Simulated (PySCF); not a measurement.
# Run report: SnN2H6Cl4, geometry relaxation

- system: SnN2H6Cl4 (cis-Sn(NH3)2Cl4)
- method: PBE0-D3(BJ)/def2-SVP geometry optimisation, gas phase (PySCF 2.14.0)

It belongs to a series of runs on one base structure; here: cis, NH3.

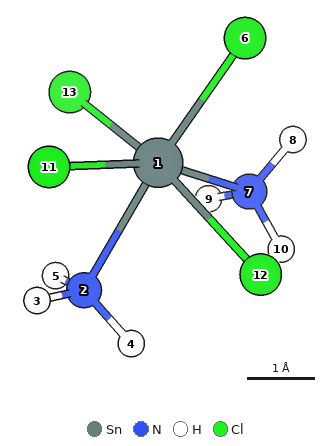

*The starting structure (ball-and-stick view, seen at a tilt; atoms are numbered from 1 in the order of the input). Sticks mark near contacts.*

Bond lengths as drawn: Cl–Sn 2.29 to 2.49 Å, H–N 1.00 to 1.08 Å and N–Sn 2.31 to 2.32 Å.

Results in brief:

```json
{"quantity": "outcome", "value": "converged"}
{"quantity": "total energy", "value": "−2167.062716 hartree"}
{"quantity": "dipole moment", "value": "8.60 D"}
{"quantity": "point group", "value": "C2"}
{"quantity": "hardware", "value": "1 CPU thread, shared host"}
{"quantity": "wall time", "value": "3.2 min"}
{"quantity": "peak memory", "value": "0.67 GiB"}
```

The input:
```
{"job": {"xc": "PBE0", "basis": "def2-SVP", "d3": "d3bj", "grid": 1, "maxiter": 30, "shake": 0.03, "kind": "geom"}, "charge": 0, "multiplicity": 1}
Sn    -0.655640    -0.068880    -0.725370
N     -0.606740    -0.032870     1.590680
H     -1.608310     0.041660     1.864120
H      0.030630     0.772630     1.929260
H     -0.205470    -0.909500     1.874240
Cl    -0.594700     0.047300    -3.107270
N      1.643770     0.005200    -0.557310
H      2.007990    -0.073330    -1.509440
H      1.899530    -0.750730     0.062500
H      1.905730     0.877500    -0.135970
Cl    -3.092360    -0.005960    -0.360930
Cl    -0.306130     2.380210    -0.408120
Cl    -0.387670    -2.335350    -0.494190
```

The first line tells a small driver script what to run in PySCF; the rest is the geometry in Å.

Run as:
```bash
OMP_NUM_THREADS=1 python <driver script> task.json out
```

What the program printed:
```
step   0  E = -2167.04722285  max force = 0.047346
step   1  E = -2167.05632716  max force = 0.027795
step   2  E = -2167.05835888  max force = 0.039814
step   3  E = -2167.06171011  max force = 0.004296
step   4  E = -2167.06107978  max force = 0.012579
step   5  E = -2167.06253848  max force = 0.001649
step   6  E = -2167.06198310  max force = 0.004826
step   7  E = -2167.06254777  max force = 0.002092
step   8  E = -2167.06265515  max force = 0.001316
step   9  E = -2167.06268922  max force = 0.000824
step  10  E = -2167.06271119  max force = 0.000431
step  11  E = -2167.06271611  max force = 0.000239
optimisation converged
```

Trajectory as extended XYZ (Å, eV, eV/Å), 12 frames, from step=0 to step=11:
```
13
Properties=species:S:1:pos:R:3:forces:R:3 step=0 energy=-58968.35850
Sn   -0.6556   -0.0689   -0.7254   -1.5192   2.4346  -0.4291
N    -0.6067   -0.0329    1.5907    1.1102   1.9609   0.2132
H    -1.6083    0.0417    1.8641    0.8372   0.1578  -0.0682
H     0.0306    0.7726    1.9293   -1.8461  -1.4549  -0.5130
H    -0.2055   -0.9095    1.8742   -0.0219  -0.7054   0.4463
Cl   -0.5947    0.0473   -3.1073    0.2088  -0.0649   0.2632
N     1.6438    0.0052   -0.5573   -0.6436  -0.2946  -0.1073
H     2.0080   -0.0733   -1.5094    0.1563  -0.1708   0.2183
H     1.8995   -0.7507    0.0625    0.4677  -0.5491  -0.2431
H     1.9057    0.8775   -0.1360    0.1934   0.8675   0.0094
Cl   -3.0924   -0.0060   -0.3609    0.7957  -0.0237  -0.0690
Cl   -0.3061    2.3802   -0.4081   -0.0258  -0.6113   0.0545
Cl   -0.3877   -2.3354   -0.4942    0.2874  -1.5462   0.2248
13
Properties=species:S:1:pos:R:3:forces:R:3 step=1 energy=-58968.60625
Sn   -0.6374   -0.0571   -0.6948   -1.0197   1.4293  -0.2296
N    -0.6842   -0.0213    1.6251    1.1063   0.2317  -0.0139
H    -1.6812    0.0595    1.8534    0.2113   0.1359  -0.0247
H    -0.1054    0.7543    1.9902   -0.7298  -0.2802  -0.0934
H    -0.3035   -0.9058    1.9527   -0.1951  -0.1987   0.2164
Cl   -0.4943    0.0588   -3.0633    0.0588  -0.0664   0.0683
N     1.6753    0.0035   -0.6413   -0.3946  -0.0290   0.5232
H     1.9975   -0.0769   -1.6058    0.0713  -0.1210   0.0344
H     1.9894   -0.7598   -0.0474    0.3109  -0.2535  -0.2947
H     1.9622    0.8911   -0.2364    0.0500   0.2653  -0.1638
Cl   -3.0341    0.0128   -0.2867    0.3174  -0.0481  -0.2598
Cl   -0.2960    2.3653   -0.3628    0.0221  -0.4276   0.0551
Cl   -0.3577   -2.3766   -0.4607    0.1912  -0.6376   0.1824
13
Properties=species:S:1:pos:R:3:forces:R:3 step=2 energy=-58968.66153
Sn   -0.7170   -0.0209   -0.7425   -0.2080  -0.2192  -0.0666
N    -0.5419   -0.0092    1.5861   -0.3467  -2.0473  -0.6689
H    -1.5058    0.0909    1.8725   -0.4697   0.0462   0.2523
H    -0.0101    0.7431    1.9270    0.8625   1.5362   0.6149
H    -0.1692   -0.9022    1.9375   -0.3130   0.2767  -0.1188
Cl   -0.5501    0.0568   -3.1007    0.2177  -0.0323   0.0107
N     1.5943    0.0016   -0.5398    0.0866   0.1104   0.3238
H     1.9621   -0.0833   -1.4861    0.0935   0.0087  -0.1124
H     1.9441   -0.7772    0.0260   -0.0166   0.1004  -0.1961
H     1.8749    0.9102   -0.1433   -0.0692  -0.3349  -0.2527
Cl   -3.0846    0.0280   -0.5305    0.1153  -0.0464   0.1957
Cl   -0.3641    2.3217   -0.3335    0.0286   0.3459  -0.0262
Cl   -0.4019   -2.4116   -0.4504    0.0191   0.2554   0.0442
13
Properties=species:S:1:pos:R:3:forces:R:3 step=3 energy=-58968.75272
Sn   -0.6871    0.0106   -0.7012    0.0707  -0.0469   0.0105
N    -0.6382   -0.0444    1.6410    0.1806  -0.0681  -0.1284
H    -1.6256    0.0510    1.8757   -0.1416   0.0213   0.0312
H    -0.1277    0.7350    2.0480    0.0244   0.1196   0.1166
H    -0.3005   -0.9421    1.9980   -0.0473   0.1079  -0.0873
Cl   -0.4210    0.0797   -3.0514    0.0052  -0.0974  -0.1267
N     1.6377   -0.0110   -0.6343    0.0578   0.1645   0.2209
H     1.9412   -0.1106   -1.6042   -0.0922   0.0403  -0.0820
H     2.0225   -0.7920   -0.1004   -0.0308   0.0667   0.0067
H     1.9618    0.8930   -0.2796    0.0641  -0.1290  -0.0594
Cl   -3.0392    0.0526   -0.4509   -0.1295  -0.0720   0.0355
Cl   -0.3720    2.3836   -0.3829    0.1104  -0.0888   0.1574
Cl   -0.3212   -2.3575   -0.3355   -0.0718  -0.0179  -0.0949
13
Properties=species:S:1:pos:R:3:forces:R:3 step=4 energy=-58968.73557
Sn   -0.6646   -0.0237   -0.6887   -0.0682   0.0022   0.0430
N    -0.6823   -0.0103    1.6470    0.2996   0.4873   0.2846
H    -1.6837    0.0965    1.8521    0.1962  -0.0214  -0.0825
H    -0.1714    0.7948    2.0604   -0.4021  -0.6469  -0.3384
H    -0.3640   -0.8977    2.0279    0.0393  -0.1355   0.1641
Cl   -0.3809    0.0247   -3.0480   -0.0849   0.0731  -0.0174
N     1.6627    0.0044   -0.6743   -0.0464  -0.1988   0.0257
H     1.9272   -0.0706   -1.6598   -0.0980  -0.0255   0.0103
H     2.0712   -0.7773   -0.1657    0.0937  -0.0559   0.0262
H     1.9915    0.8993   -0.3188    0.0528   0.1129   0.0859
Cl   -3.0267   -0.0019   -0.4007   -0.0514   0.0359  -0.1148
Cl   -0.2706    2.3127   -0.1921   -0.0206   0.2378  -0.1845
Cl   -0.3781   -2.4030   -0.4171    0.0900   0.1348   0.0978
13
Properties=species:S:1:pos:R:3:forces:R:3 step=5 energy=-58968.77526
Sn   -0.6805   -0.0060   -0.6974   -0.0303   0.0675  -0.0136
N    -0.6518   -0.0302    1.6387    0.0748   0.0533  -0.0009
H    -1.6456    0.0726    1.8613    0.0232  -0.0082  -0.0185
H    -0.1431    0.7563    2.0479   -0.0637  -0.0746  -0.0324
H    -0.3256   -0.9237    2.0077   -0.0015  -0.0124   0.0195
Cl   -0.4201    0.0472   -3.0592   -0.0102  -0.0001   0.0307
N     1.6465    0.0023   -0.6410   -0.0007  -0.0703   0.0848
H     1.9209   -0.0840   -1.6221   -0.0496  -0.0063  -0.0122
H     2.0453   -0.7782   -0.1197    0.0320  -0.0120  -0.0223
H     1.9784    0.9002   -0.2869    0.0181   0.0051  -0.0018
Cl   -3.0456    0.0175   -0.4346    0.0364   0.0214  -0.0167
Cl   -0.2844    2.3523   -0.2882   -0.0593  -0.0042  -0.0235
Cl   -0.3638   -2.3782   -0.3843    0.0309   0.0407   0.0069
13
Properties=species:S:1:pos:R:3:forces:R:3 step=6 energy=-58968.76015
Sn   -0.6813    0.0140   -0.7057   -0.0570   0.0429   0.0712
N    -0.6316   -0.0201    1.6247   -0.0133  -0.2339  -0.0357
H    -1.6238    0.0684    1.8517   -0.0578   0.0041   0.0108
H    -0.1366    0.7667    2.0336    0.0768   0.1631   0.0808
H    -0.2925   -0.9112    1.9913   -0.0237   0.0326  -0.0133
Cl   -0.4235    0.0594   -3.0641    0.0421   0.0138   0.0133
N     1.6450   -0.0289   -0.6264   -0.0083   0.2482   0.0592
H     1.9142   -0.1178   -1.6086   -0.0228   0.0086  -0.0199
H     2.0310   -0.8205   -0.1108   -0.0577   0.0152  -0.0102
H     1.9972    0.8615   -0.2697    0.0656  -0.0473  -0.0334
Cl   -3.0413    0.0477   -0.4585   -0.0553  -0.0883   0.0104
Cl   -0.4093    2.3781   -0.2639    0.1953  -0.0591  -0.1034
Cl   -0.3168   -2.3495   -0.3713   -0.0839  -0.0999  -0.0298
13
Properties=species:S:1:pos:R:3:forces:R:3 step=7 energy=-58968.77552
Sn   -0.6822    0.0052   -0.7012   -0.0282   0.0624   0.0235
N    -0.6408   -0.0261    1.6312    0.0170  -0.1076  -0.0291
H    -1.6336    0.0693    1.8564   -0.0246  -0.0010   0.0018
H    -0.1390    0.7594    2.0407    0.0228   0.0708   0.0372
H    -0.3079   -0.9188    1.9981   -0.0136   0.0126  -0.0021
Cl   -0.4250    0.0562   -3.0607    0.0206   0.0027   0.0128
N     1.6445   -0.0138   -0.6311   -0.0058   0.1003   0.0760
H     1.9142   -0.1023   -1.6133   -0.0284   0.0031  -0.0137
H     2.0372   -0.7997   -0.1124   -0.0182   0.0005  -0.0224
H     1.9881    0.8800   -0.2763    0.0406  -0.0191  -0.0251
Cl   -3.0441    0.0325   -0.4468   -0.0126  -0.0317   0.0035
Cl   -0.3450    2.3676   -0.2831    0.0659  -0.0497  -0.0534
Cl   -0.3357   -2.3615   -0.3795   -0.0355  -0.0433  -0.0091
13
Properties=species:S:1:pos:R:3:forces:R:3 step=8 energy=-58968.77844
Sn   -0.6833    0.0068   -0.6966    0.0183   0.0054   0.0098
N    -0.6443   -0.0321    1.6346    0.0036  -0.0122  -0.0132
H    -1.6380    0.0650    1.8569   -0.0140  -0.0071   0.0012
H    -0.1430    0.7522    2.0495    0.0108   0.0286   0.0222
H    -0.3157   -0.9265    2.0003    0.0011   0.0037  -0.0084
Cl   -0.4189    0.0597   -3.0540    0.0069  -0.0138  -0.0270
N     1.6429   -0.0067   -0.6311    0.0163   0.0321   0.0677
H     1.9022   -0.0964   -1.6161   -0.0211   0.0017  -0.0110
H     2.0403   -0.7924   -0.1161   -0.0021  -0.0092  -0.0209
H     1.9920    0.8868   -0.2814    0.0217  -0.0125  -0.0188
Cl   -3.0440    0.0304   -0.4437   -0.0234  -0.0064   0.0067
Cl   -0.3141    2.3638   -0.3040    0.0000   0.0086   0.0073
Cl   -0.3454   -2.3628   -0.3760   -0.0181  -0.0190  -0.0156
13
Properties=species:S:1:pos:R:3:forces:R:3 step=9 energy=-58968.77937
Sn   -0.6823    0.0080   -0.6947    0.0053   0.0154   0.0032
N    -0.6472   -0.0318    1.6368    0.0040   0.0230  -0.0006
H    -1.6420    0.0636    1.8565    0.0013  -0.0090  -0.0044
H    -0.1480    0.7535    2.0553   -0.0080  -0.0102  -0.0023
H    -0.3191   -0.9263    2.0023    0.0067  -0.0028  -0.0019
Cl   -0.4143    0.0586   -3.0544    0.0010  -0.0078   0.0037
N     1.6463   -0.0058   -0.6319   -0.0044   0.0074   0.0424
H     1.8961   -0.0943   -1.6197   -0.0159  -0.0007  -0.0077
H     2.0450   -0.7944   -0.1229    0.0035  -0.0122  -0.0150
H     2.0030    0.8853   -0.2846    0.0130  -0.0042  -0.0062
Cl   -3.0458    0.0306   -0.4414    0.0101   0.0013  -0.0006
Cl   -0.3082    2.3655   -0.2989   -0.0117  -0.0115  -0.0022
Cl   -0.3529   -2.3646   -0.3801   -0.0049   0.0110  -0.0083
13
Properties=species:S:1:pos:R:3:forces:R:3 step=10 energy=-58968.77996
Sn   -0.6815    0.0135   -0.6916    0.0096   0.0052  -0.0001
N    -0.6486   -0.0313    1.6382   -0.0107   0.0222   0.0089
H    -1.6448    0.0590    1.8547    0.0060  -0.0088  -0.0030
H    -0.1545    0.7544    2.0621   -0.0047  -0.0141  -0.0088
H    -0.3188   -0.9260    2.0016    0.0102  -0.0013  -0.0017
Cl   -0.4078    0.0614   -3.0516   -0.0021  -0.0034   0.0063
N     1.6479   -0.0075   -0.6303   -0.0080  -0.0003   0.0103
H     1.8820   -0.0945   -1.6223   -0.0024   0.0008  -0.0030
H     2.0468   -0.8027   -0.1317    0.0004  -0.0097  -0.0079
H     2.0194    0.8784   -0.2858    0.0051  -0.0012   0.0032
Cl   -3.0452    0.0352   -0.4402    0.0077   0.0035  -0.0022
Cl   -0.3075    2.3690   -0.2967   -0.0090  -0.0038  -0.0016
Cl   -0.3566   -2.3607   -0.3842   -0.0022   0.0110  -0.0006
13
Properties=species:S:1:pos:R:3:forces:R:3 step=11 energy=-58968.78010
Sn   -0.6811    0.0186   -0.6897    0.0018   0.0040   0.0019
N    -0.6482   -0.0308    1.6387   -0.0123   0.0051   0.0077
H    -1.6450    0.0536    1.8543    0.0033  -0.0052   0.0014
H    -0.1578    0.7552    2.0656   -0.0013  -0.0027  -0.0053
H    -0.3146   -0.9254    1.9991    0.0080   0.0011  -0.0022
Cl   -0.4045    0.0643   -3.0497   -0.0011  -0.0007   0.0025
N     1.6483   -0.0100   -0.6287   -0.0067   0.0005  -0.0106
H     1.8726   -0.0944   -1.6234    0.0061   0.0034   0.0010
H     2.0449   -0.8116   -0.1386   -0.0029  -0.0061  -0.0028
H     2.0313    0.8708   -0.2838    0.0001  -0.0019   0.0072
Cl   -3.0448    0.0413   -0.4403    0.0035   0.0021  -0.0013
Cl   -0.3101    2.3729   -0.2951    0.0013  -0.0003  -0.0018
Cl   -0.3604   -2.3564   -0.3862    0.0001   0.0007   0.0025
```

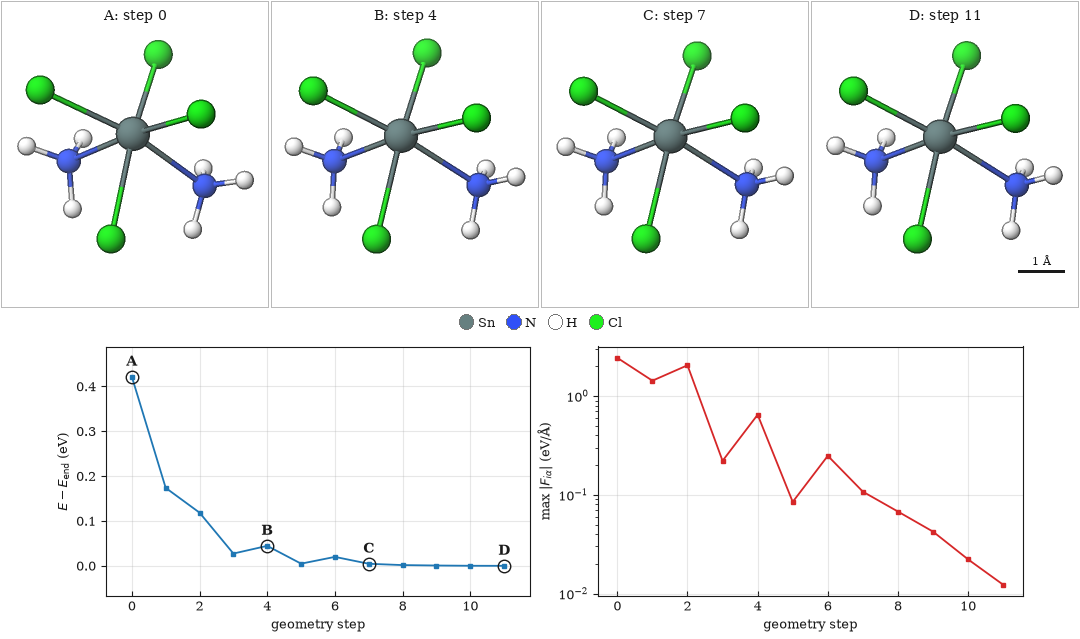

*Frames of the relaxation (ball-and-stick view, seen at a tilt) above the curves, on which the letters mark them (steps are counted from 0).*

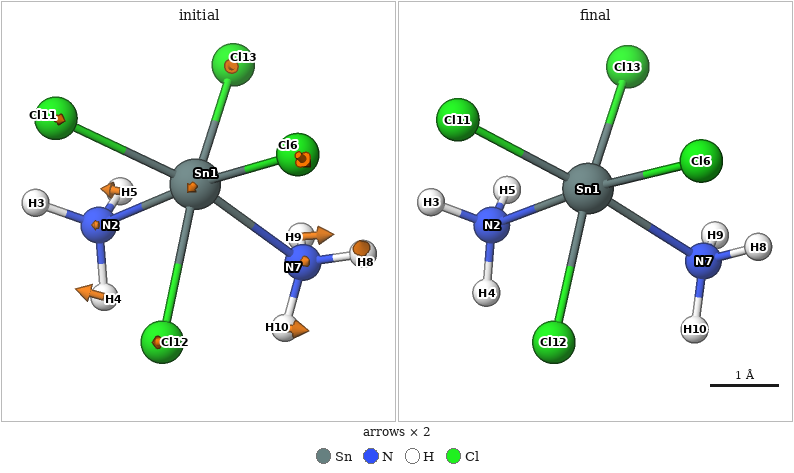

*Before (left) and after (right) the relaxation, at one scale (ball-and-stick view, seen at a tilt). The orange arrows give the displacements, magnified 2 times.*

Over 11 geometry steps the energy falls by 0.422 eV. Largest force component: 2.4 eV/Å at the start, 0.012 eV/Å at the end. H9 moves most after the best rigid fit: 0.26 Å. By element the largest moves are H 0.26 Å, Cl 0.19 Å, Sn 0.09 Å, N 0.08 Å. Among the contacts that change: Sn1–Cl13 2.294 → 2.416 Å, Sn1–Cl11 2.465 → 2.377 Å, Sn1–Cl12 2.494 → 2.416 Å, N2–H4 1.082 → 1.020 Å. Among the angles that change: Sn1–N7–H9 105.8° → 114.3°, Cl6–Sn1–N7 92.6° → 84.8°, H3–N2–H4 115.6° → 108.5°. (Atoms are counted from 1 in the order of the input.)
